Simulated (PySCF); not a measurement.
**How the numerical set-up moves the result for HF**

The method stays; parts of the set-up, such as the basis or the Hamiltonian, are changed.

The runs use PySCF 2.14.0; each script names its method and basis.

3 further runs of the same task are left out: 3 that didn't finish.

### Step 1. The system as given

HF: 2 atoms, charge 0, spin multiplicity 1.

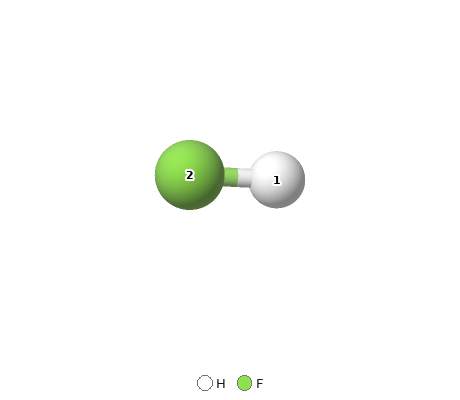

Start geometry, drawn with hydrogen white, fluorine green; atoms are numbered from 1 in the order of the file.

### Step 2. Base script

input.py

```python
from pyscf import gto, dft

mol = gto.M(
    atom='H 0 0 0; F 0 0 0.935',
    basis='lanl2dz',
    charge=0,
    spin=0,
    verbose=4,
)
mf = dft.UKS(mol, xc='b3lyp5')
mf.kernel()
mf.dip_moment()
print('orbital energies (hartree):', [e[max(0, n-3):n+3].round(4) for e, n in zip(mf.mo_energy, mol.nelec)])
```

Run with:

```bash
> OMP_NUM_THREADS=1 python input.py
```

The log of this run is left out.

Base result: E(SCF) = -100.408030 Eh, 7 cycles, μ = 2.26 D.

The bond length is a typed value, not an optimised one.

### Step 3. Density fitting def2-universal-jkfit

Variant 1 changes density fitting: none → def2-universal-jkfit.

Changes to input.py since step 2:

```diff
@@ -10,2 +10,3 @@
 mf = dft.UKS(mol, xc='b3lyp5')
+mf = mf.density_fit(auxbasis='def2-universal-jkfit')
 mf.kernel()
```

Run with:

```bash
> OMP_NUM_THREADS=1 python input.py
```

What it wrote:

```text
PySCF version 2.14.0

[INPUT] verbose = 4
[INPUT] num. atoms = 2
[INPUT] num. electrons = 10
[INPUT] charge = 0
[INPUT] spin (= nelec alpha-beta = 2S) = 0
[INPUT] symmetry False subgroup None
[INPUT] Mole.unit = angstrom
[INPUT] Symbol           X                Y                Z      unit          X                Y                Z       unit  Magmom
[INPUT]  1 H      0.000000000000   0.000000000000   0.000000000000 AA    0.000000000000   0.000000000000   0.000000000000 Bohr   0.0
[INPUT]  2 F      0.000000000000   0.000000000000   0.935000000000 AA    0.000000000000   0.000000000000   1.766893926468 Bohr   0.0

nuclear repulsion = 5.09368438318717
number of shells = 7
number of NR pGTOs = 29
number of NR cGTOs = 11
basis = lanl2dz
ecp = {}

******** <class 'pyscf.df.df_jk.DFUKS'> ********
method = DFUKS
initial guess = minao
damping factor = 0
level_shift factor = 0
DIIS = <class 'pyscf.scf.diis.CDIIS'>
diis_start_cycle = 1
diis_space = 8
diis_damp = 0
SCF conv_tol = 1e-09
SCF conv_tol_grad = None
SCF max_cycles = 50
direct_scf = False
number electrons alpha = 5  beta = 5
XC library pyscf.dft.libxc version 7.0.0
    S. Lehtola, C. Steigemann, M. J.T. Oliveira, and M. A.L. Marques.,  SoftwareX 7, 1–5 (2018)
XC functionals = b3lyp5
    P. A. M. Dirac.,  Math. Proc. Cambridge Philos. Soc. 26, 376 (1930)
    F. Bloch.,  Z. Phys. 57, 545 (1929)
    A. D. Becke.,  Phys. Rev. A 38, 3098 (1988)
    C. Lee, W. Yang, and R. G. Parr.,  Phys. Rev. B 37, 785 (1988)
    B. Miehlich, A. Savin, H. Stoll, and H. Preuss.,  Chem. Phys. Lett. 157, 200 (1989)
    S. H. Vosko, L. Wilk, and M. Nusair.,  Can. J. Phys. 58, 1200 (1980)
radial grids:
    Treutler-Ahlrichs [JCP 102, 346 (1995); DOI:10.1063/1.469408] (M4) radial grids

becke partition: Becke, JCP 88, 2547 (1988); DOI:10.1063/1.454033
pruning grids: <function nwchem_prune>
grids dens level: 3
symmetrized grids: False
atomic radii adjust function: <function treutler_atomic_radii_adjust>
small_rho_cutoff = 0
Set gradient conv threshold to 3.16228e-05
tot grids = 24072
******** <class 'pyscf.df.df.DF'> ********
auxbasis = def2-universal-jkfit
init E= -100.341943273608
[... the frontier-level lines of each cycle are left out ...]
cycle= 1 E= -100.349069574976  delta_E= -0.00713  |g|= 0.392  |ddm|= 0.645
cycle= 2 E= -100.298957431195  delta_E= 0.0501  |g|= 0.573  |ddm|= 0.592
cycle= 3 E= -100.408047051609  delta_E= -0.109  |g|= 0.00606  |ddm|= 0.333
cycle= 4 E= -100.408062210141  delta_E= -1.52e-05  |g|= 0.000515  |ddm|= 0.00524
cycle= 5 E= -100.408062327055  delta_E= -1.17e-07  |g|= 5.71e-05  |ddm|= 0.000443
cycle= 6 E= -100.408062331421  delta_E= -4.37e-09  |g|= 1.81e-05  |ddm|= 9.78e-05
cycle= 7 E= -100.40806233195  delta_E= -5.28e-10  |g|= 1.28e-06  |ddm|= 4.51e-05
Extra cycle  E= -100.408062331951  delta_E= -1.11e-12  |g|= 1.13e-06  |ddm|= 1.94e-06
converged SCF energy = -100.408062331951  <S^2> = 1.035616e-12  2S+1 = 1
Dipole moment(X, Y, Z, Debye): -0.00000, -0.00000, -2.26124
orbital energies (hartree): [array([-0.5264, -0.3939, -0.3939,  0.0536,  0.8049,  0.8049]), array([-0.5264, -0.3939, -0.3939,  0.0536,  0.8049,  0.8049])]
```

It took 1.1 s on 1 thread of Arm Neoverse V1, shared host.

Outcome: E(SCF) = -100.408062 Eh (-0.0009 eV from the base), 7 cycles, μ = 2.26 D.

### Step 4. Jorge-dzp

Variant 2 changes basis set: lanl2dz → jorge-dzp.

Changes to input.py since step 2:

```diff
@@ -4,3 +4,3 @@
     atom='H 0 0 0; F 0 0 0.935',
-    basis='lanl2dz',
+    basis='jorge-dzp',
     charge=0,
```

Run with:

```bash
> OMP_NUM_THREADS=1 python input.py
```

What it wrote:

```text
PySCF version 2.14.0

[INPUT] verbose = 4
[INPUT] num. atoms = 2
[INPUT] num. electrons = 10
[INPUT] charge = 0
[INPUT] spin (= nelec alpha-beta = 2S) = 0
[INPUT] symmetry False subgroup None
[INPUT] Mole.unit = angstrom
[INPUT] Symbol           X                Y                Z      unit          X                Y                Z       unit  Magmom
[INPUT]  1 H      0.000000000000   0.000000000000   0.000000000000 AA    0.000000000000   0.000000000000   0.000000000000 Bohr   0.0
[INPUT]  2 F      0.000000000000   0.000000000000   0.935000000000 AA    0.000000000000   0.000000000000   1.766893926468 Bohr   0.0

nuclear repulsion = 5.09368438318717
number of shells = 10
number of NR pGTOs = 36
number of NR cGTOs = 20
basis = jorge-dzp
ecp = {}

******** <class 'pyscf.dft.uks.UKS'> ********
method = UKS
initial guess = minao
damping factor = 0
level_shift factor = 0
DIIS = <class 'pyscf.scf.diis.CDIIS'>
diis_start_cycle = 1
diis_space = 8
diis_damp = 0
SCF conv_tol = 1e-09
SCF conv_tol_grad = None
SCF max_cycles = 50
direct_scf = True
direct_scf_tol = 1e-13
number electrons alpha = 5  beta = 5
XC library pyscf.dft.libxc version 7.0.0
    S. Lehtola, C. Steigemann, M. J.T. Oliveira, and M. A.L. Marques.,  SoftwareX 7, 1–5 (2018)
XC functionals = b3lyp5
    P. A. M. Dirac.,  Math. Proc. Cambridge Philos. Soc. 26, 376 (1930)
    F. Bloch.,  Z. Phys. 57, 545 (1929)
    A. D. Becke.,  Phys. Rev. A 38, 3098 (1988)
    C. Lee, W. Yang, and R. G. Parr.,  Phys. Rev. B 37, 785 (1988)
    B. Miehlich, A. Savin, H. Stoll, and H. Preuss.,  Chem. Phys. Lett. 157, 200 (1989)
    S. H. Vosko, L. Wilk, and M. Nusair.,  Can. J. Phys. 58, 1200 (1980)
radial grids:
    Treutler-Ahlrichs [JCP 102, 346 (1995); DOI:10.1063/1.469408] (M4) radial grids

becke partition: Becke, JCP 88, 2547 (1988); DOI:10.1063/1.454033
pruning grids: <function nwchem_prune>
grids dens level: 3
symmetrized grids: False
atomic radii adjust function: <function treutler_atomic_radii_adjust>
small_rho_cutoff = 0
Set gradient conv threshold to 3.16228e-05
tot grids = 24072
init E= -100.333389588449
[... the frontier-level lines of each cycle are left out ...]
cycle= 1 E= -100.371717911515  delta_E= -0.0383  |g|= 0.394  |ddm|= 0.724
cycle= 2 E= -100.325138977999  delta_E= 0.0466  |g|= 0.565  |ddm|= 0.545
cycle= 3 E= -100.426013462919  delta_E= -0.101  |g|= 0.014  |ddm|= 0.308
cycle= 4 E= -100.426065560875  delta_E= -5.21e-05  |g|= 0.00285  |ddm|= 0.00837
cycle= 5 E= -100.426067875743  delta_E= -2.31e-06  |g|= 0.000143  |ddm|= 0.00146
cycle= 6 E= -100.426067883226  delta_E= -7.48e-09  |g|= 1.06e-05  |ddm|= 9.35e-05
cycle= 7 E= -100.426067883331  delta_E= -1.06e-10  |g|= 2.73e-06  |ddm|= 1.46e-05
Extra cycle  E= -100.426067883341  delta_E= -9.54e-12  |g|= 1.21e-06  |ddm|= 4.04e-06
converged SCF energy = -100.426067883341  <S^2> = 7.730705e-12  2S+1 = 1
Dipole moment(X, Y, Z, Debye): -0.00000, -0.00000, -1.95096
orbital energies (hartree): [array([-0.5293, -0.395 , -0.395 ,  0.0332,  0.5362,  0.7791]), array([-0.5293, -0.395 , -0.395 ,  0.0332,  0.5362,  0.7791])]
```

Wall time 1.2 s (1 thread of Arm Neoverse V1, shared host).

This run: E(SCF) = -100.426068 Eh (-0.4908 eV from the base), 7 cycles, μ = 1.95 D.

### Step 5. Comparison

```csv
run,E(SCF) (hartree),from base (eV),cycles,gap (eV),SCF dipole (D),functions
base,-100.408030,0,7,12.18,2.26,11
density fitting def2-universal-jkfit,-100.408062,-0.0009,7,12.18,2.26,11
jorge-dzp,-100.426068,-0.4908,7,11.65,1.95,20
```

Wall time on 1 thread of Arm Neoverse V1, shared host, start-up included: base 1.1 s; density fitting def2-universal-jkfit 1.1 s; jorge-dzp 1.2 s.

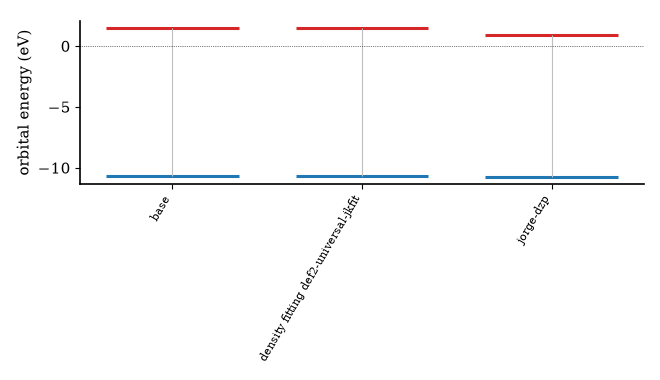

Frontier levels by run: filled blue, empty red.

What this shows: The largest comparable shift of the SCF energy, -0.491 eV, comes with the run “jorge-dzp”. jorge-dzp (20 functions) gives an energy 0.49 eV lower than lanl2dz (11).
